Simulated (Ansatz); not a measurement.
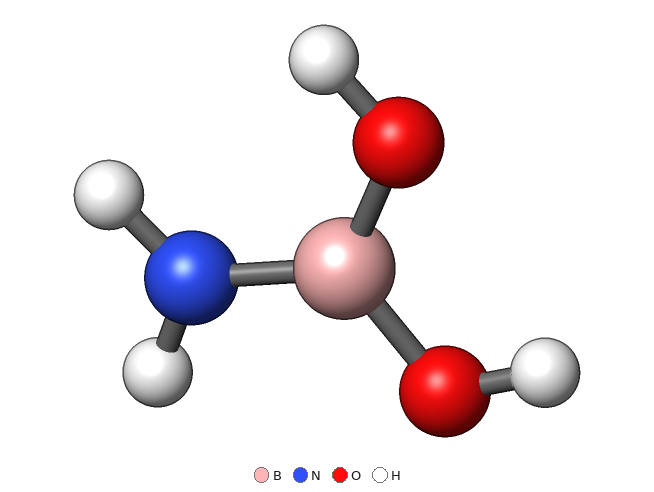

Rendered structure (ball-and-stick style).

What does the picture show?

The molecule is BH4NO2. The point group is Cs. All atoms lie on one plane. Coordination: 1 B trigonal planar; 1 N trigonal planar; 2 O bent.

More results for the same structure follow; atom numbers are the same in all pictures, views and colours differ. Computed geometry: PBE0-D4/def2-TZVP optimisation.

**Dipole moment**

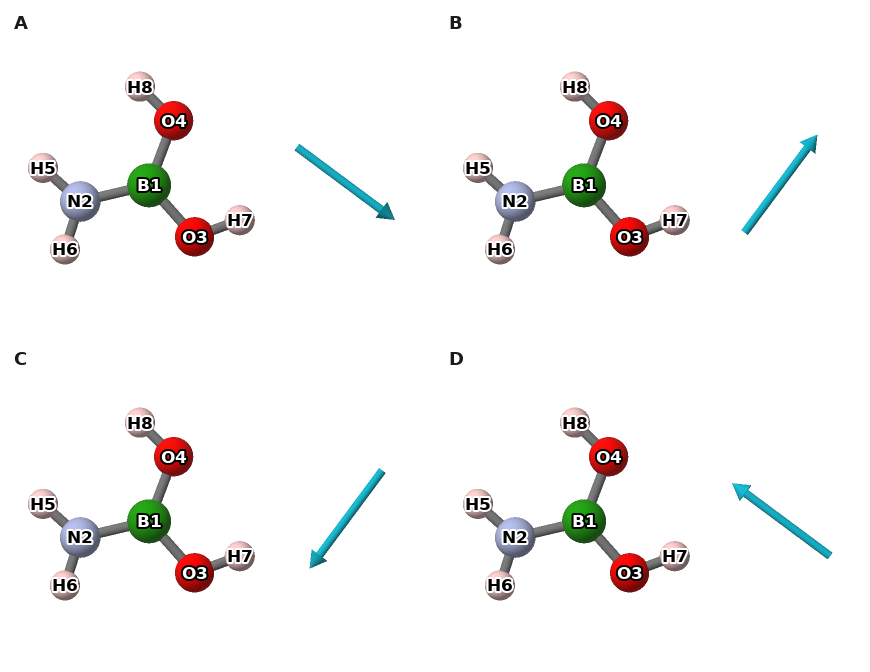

The same molecule four times, each with an arrow. Level of theory: RKS PBE0-D4/def2-TZVP (Ansatz 0.2.0).

Which arrow points along the dipole moment, from the negative to the positive end?

D. The dipole moment is 2.02 D; it points from the side of H7 to the side of H5 (the outermost atoms at the two ends).

**Charges**

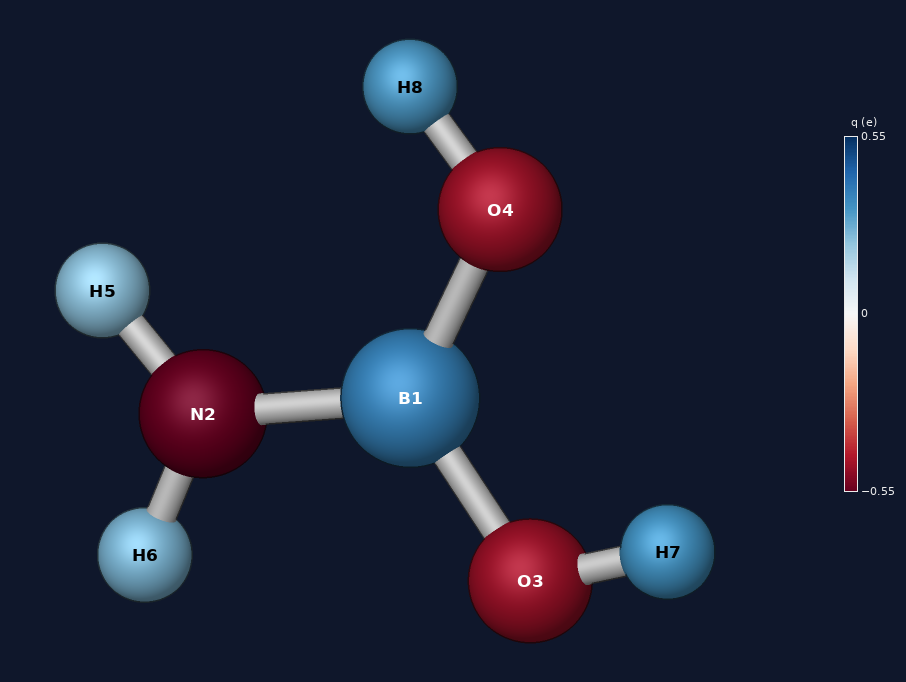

Atoms are coloured by their Mulliken charges. Level of theory: RKS PBE0-D4/def2-TZVP (Ansatz 0.2.0).

Give the Mulliken charges atom by atom.

```csv
atom,value (e)
B1,0.37
N2,−0.55
O3,−0.47
O4,−0.46
H5,0.23
H6,0.25
H7,0.33
H8,0.32
```

**Thermal motion**

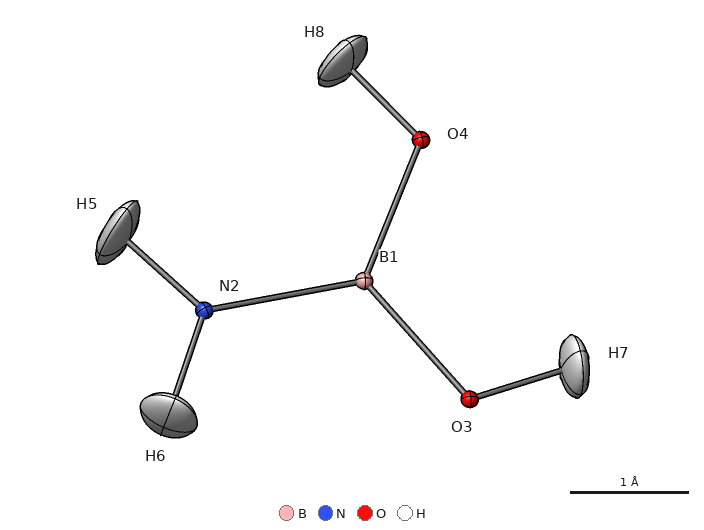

Displacement ellipsoids at the 50 % level, from the internal vibrations of the free molecule (harmonic, no overall translation or rotation; no half-axis is drawn under 0.075 Å). Vibrations computed with RKS PBE0-D4/def2-TZVP (Ansatz 0.2.0). Temperature: 600 K.

Which atom has the largest mean-square displacement?

H5, with U_eq = 0.0676 Å².

Does H5 move more along its bond or across it?

Across it: the root-mean-square amplitude is 0.077 Å along the bond and up to 0.413 Å across, since bending and torsion are softer than stretching.

Give the displacement parameters, one line for each set of equivalent atoms.

```
atom  U_eq (Å²)   rms amplitudes (Å)
  B1     0.0021  0.038, 0.041, 0.055
  N2     0.0021  0.040, 0.041, 0.054
  O3     0.0014  0.026, 0.039, 0.043
  O4     0.0014  0.027, 0.041, 0.041
  H5     0.0676  0.076, 0.163, 0.413
  H6     0.0389  0.076, 0.166, 0.289
  H7     0.0355  0.075, 0.164, 0.272
  H8     0.0450  0.074, 0.163, 0.321
```

Mulliken values depend strongly on the basis set and can even reverse the polarity of a bond.
